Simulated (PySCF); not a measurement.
## NMR shielding calculation, with input and output: C4H6OSSi

System: C4H6OSSi, SMILES [SiH3]Oc1cccs1.
Method: GIAO PBE0/pcSseg-1 NMR shielding, non-relativistic, gas phase (PySCF 2.14.0).

The geometry comes from this level: GFN2-xTB. Figures and captions count atoms from 1; the log counts them from 0 in places.

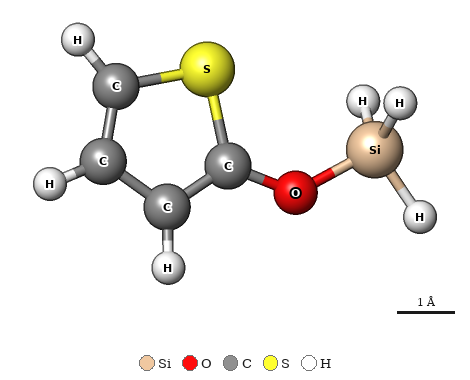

**Figure 1.** The input geometry (ball-and-stick view, seen at a tilt). Bond lengths as drawn: C–C 1.35 to 1.41 Å, C–H 1.07 to 1.08 Å, C–O 1.33 Å, C–S 1.73 to 1.74 Å, H–Si 1.45 to 1.46 Å and O–Si 1.63 Å.

**Results in brief**

- outcome: converged
- total energy: −918.356637 hartree
- HOMO: −6.26 eV
- LUMO: −0.32 eV
- dipole moment: 0.63 D
- isotropic shielding, Si: 385.5 ppm
- isotropic shielding, O: 245.5 ppm
- isotropic shielding, C: 17.8 to 74.7 ppm
- isotropic shielding, S: 324.1 ppm
- isotropic shielding, H: 24.8 to 26.7 ppm
- hardware: 1 CPU thread, shared host
- wall time: 26 s
- peak memory: 0.73 GiB

**The input**
```
{"job": {"kind": "nmr", "xc": "PBE0", "basis": "pcSseg-1"}, "charge": 0, "multiplicity": 1}
Si     2.671559     0.071879     0.203582
O      1.289698    -0.274741    -0.597560
C      0.016773    -0.103704    -0.268857
C     -1.068425    -0.533189    -0.969376
C     -2.290043    -0.187719    -0.346011
C     -2.122823     0.494434     0.811279
S     -0.454504     0.737802     1.180495
H      2.744047     1.504956     0.486512
H      2.715267    -0.677059     1.459694
H      3.601253    -0.388318    -0.812509
H     -0.989065    -1.076136    -1.892907
H     -3.251584    -0.443973    -0.753013
H     -2.866543     0.876254     1.480943
```

The first line tells a small driver script what to run in PySCF; the rest is the geometry in Å.

Launch command:
```bash
OMP_NUM_THREADS=1 python <driver script> task.json out
```

**Output**
```
coarse grid: 12400 points
cycle   1  E = -918.2219674629  dE =  1.307e+00  |g| = 6.468e-01  |ddm| = 3.614e+00
cycle   2  E = -918.1227637638  dE =  9.920e-02  |g| = 9.553e-01  |ddm| = 1.355e+00
cycle   3  E = -918.3014601733  dE = -1.787e-01  |g| = 7.877e-02  |ddm| = 9.469e-01
cycle   4  E = -918.3026578735  dE = -1.198e-03  |g| = 3.903e-02  |ddm| = 1.261e-01
cycle   5  E = -918.3029846755  dE = -3.268e-04  |g| = 1.707e-02  |ddm| = 5.008e-02
cycle   6  E = -918.3030598677  dE = -7.519e-05  |g| = 3.440e-03  |ddm| = 1.916e-02
cycle   7  E = -918.3030623723  dE = -2.505e-06  |g| = 1.160e-03  |ddm| = 4.093e-03
final grid: 111944 points
cycle   8  E = -918.3566184152  dE = -1.637e-05  |g| = 9.380e-03  |ddm| = 2.607e-02
cycle   9  E = -918.3565956366  dE =  2.278e-05  |g| = 1.383e-02  |ddm| = 1.899e-02
cycle  10  E = -918.3566363045  dE = -4.067e-05  |g| = 1.203e-03  |ddm| = 1.278e-02
cycle  11  E = -918.3566366364  dE = -3.320e-07  |g| = 3.803e-04  |ddm| = 1.485e-03
cycle  12  E = -918.3566366702  dE = -3.378e-08  |g| = 7.308e-05  |ddm| = 3.876e-04
cycle  13  E = -918.3566366710  dE = -7.681e-10  |g| = 4.938e-05  |ddm| = 1.073e-04
cycle  14  E = -918.3566366716  dE = -6.357e-10  |g| = 7.335e-06  |ddm| = 4.895e-05
```

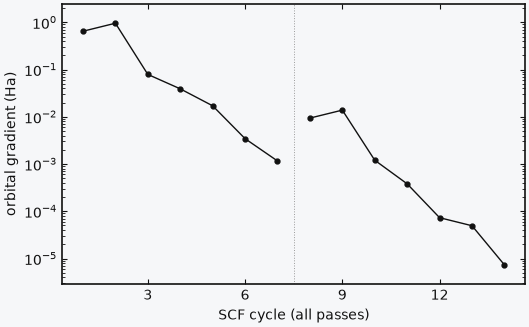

**Figure 2.** Convergence of the self-consistent field: orbital gradient against the SCF cycle. The dotted line marks the change from a coarse to the final integration grid. The first 7 cycles use a coarse grid, the final grid takes over at cycle 8, and the field converges after 14 cycles in all.

```
converged SCF energy = -918.3566366716

GIAO shielding tensors (ppm)
atom      isotropic    diamagn.    paramagn.     s11        s22        s33       span
  0 Si     385.495     879.635    -494.140    345.890    349.539    461.057    115.166
  1 O      245.479     395.996    -150.517    138.657    257.987    339.792    201.135
  2 C       17.844     255.375    -237.531    -51.966     29.102     76.396    128.362
  3 C       74.691     251.804    -177.113      8.993     67.247    147.832    138.839
  4 C       56.631     253.064    -196.434    -28.954     44.151    154.695    183.649
  5 C       68.426     261.341    -192.915    -15.691     81.319    139.649    155.340
  6 S      324.071    1057.969    -733.898    194.997    353.423    423.793    228.795
  7 H       26.588      29.078      -2.490     23.335     25.235     31.194      7.859
  8 H       26.651      29.055      -2.404     23.583     24.995     31.377      7.794
  9 H       26.699      28.819      -2.120     22.543     25.411     32.142      9.598
 10 H       25.255      31.477      -6.222     21.810     24.941     29.014      7.204
 11 H       24.753      29.885      -5.132     21.880     24.512     27.867      5.987
 12 H       25.388      30.979      -5.591     21.969     25.304     28.890      6.921
```

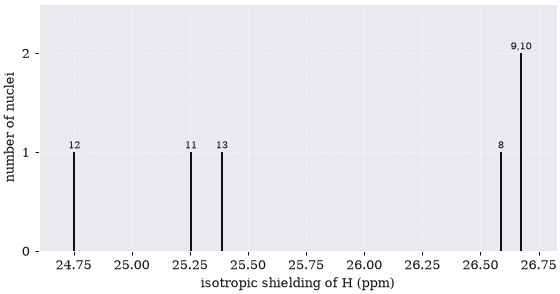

**Figure 3.** Isotropic shieldings of the hydrogen nuclei in this fixed geometry, labelled by atom number; shielding grows to the right, so chemical shift grows to the left. The least shielded is H12 (24.8 ppm), the most shielded H10 (26.7 ppm).

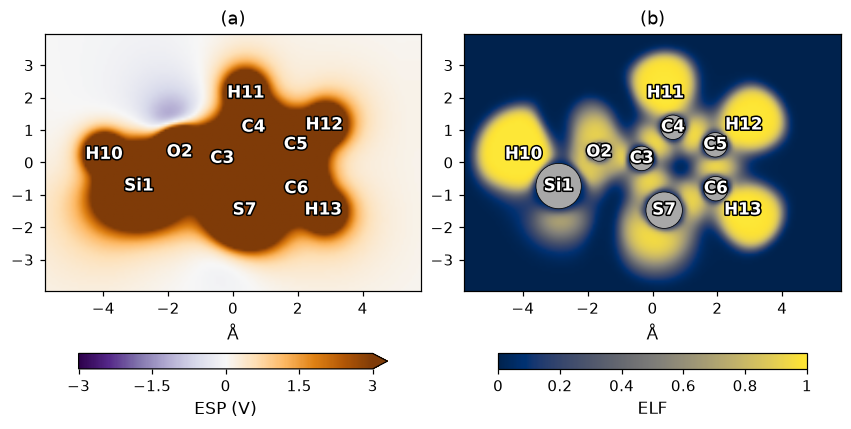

**Figure 4.** (a) electrostatic potential; (b) ELF on the plane of atoms C6, C5 and H12. Grey discs, where drawn, cover atomic cores. C–O (1.33 Å): the ELF peaks at about 0.90 between the atoms, which marks a shared but strongly polarised pair. C–C (1.35 Å): the ELF peaks at about 0.95 between the atoms (a double or triple bond). Si–O (1.63 Å): the ELF peaks at about 0.85 between the atoms, which marks a shared but strongly polarised pair. C–S (1.73 Å): the ELF peaks at about 0.90 between the atoms, which marks a shared electron pair.

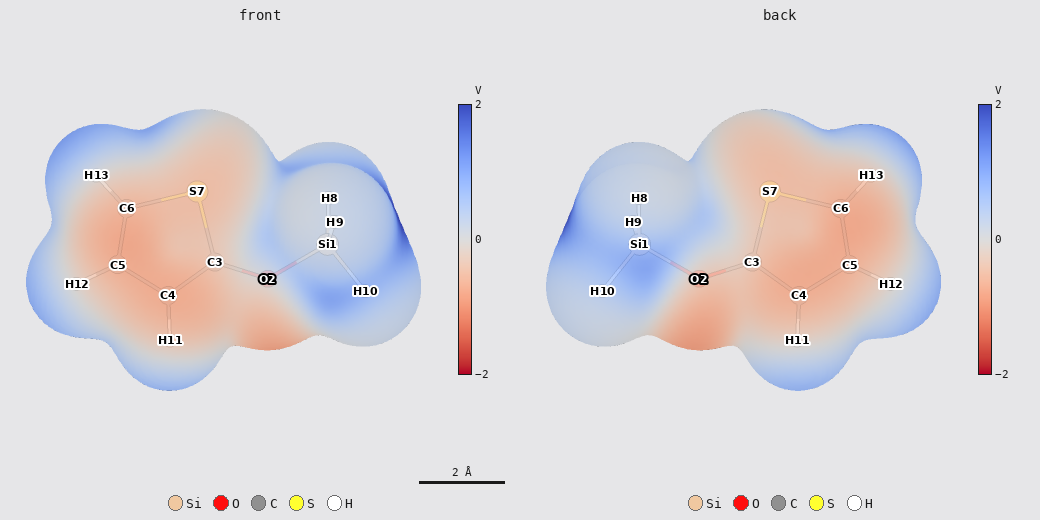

**Figure 5.** The electrostatic potential painted on the density surface at 0.002 e/bohr³, seen face on and from behind; the colour scale runs from red (negative) to blue (positive). A positive charge is drawn to the negative regions and a negative charge to the positive ones.
